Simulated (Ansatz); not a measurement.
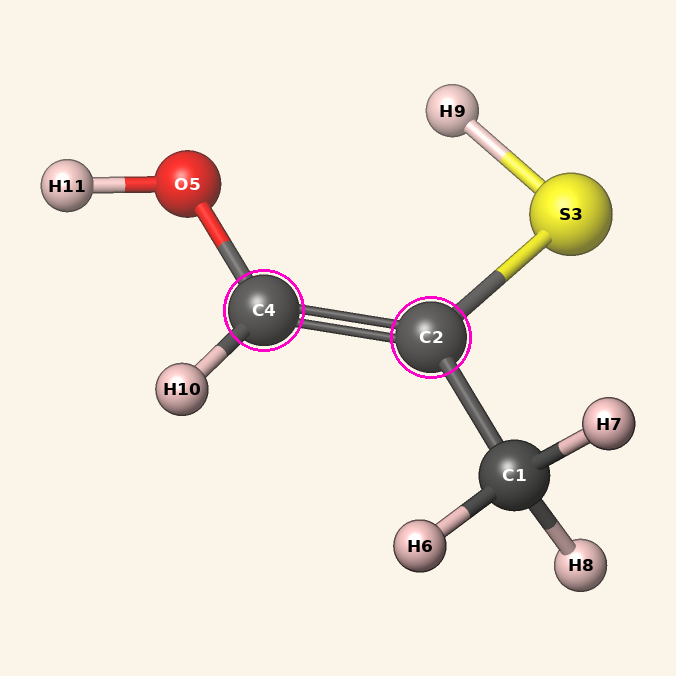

Depth is shown by fading: the farther an atom, the more it takes the colour of the background. Circles mark the stereogenic atoms. Computed geometry: PBE0-D4/def2-TZVP optimisation. No frequency run is at hand to confirm it as a minimum.

> Assign CIP descriptors.

C2=C4: Z.

> Give a SMILES with the stereochemistry.

C/C(S)=C/O
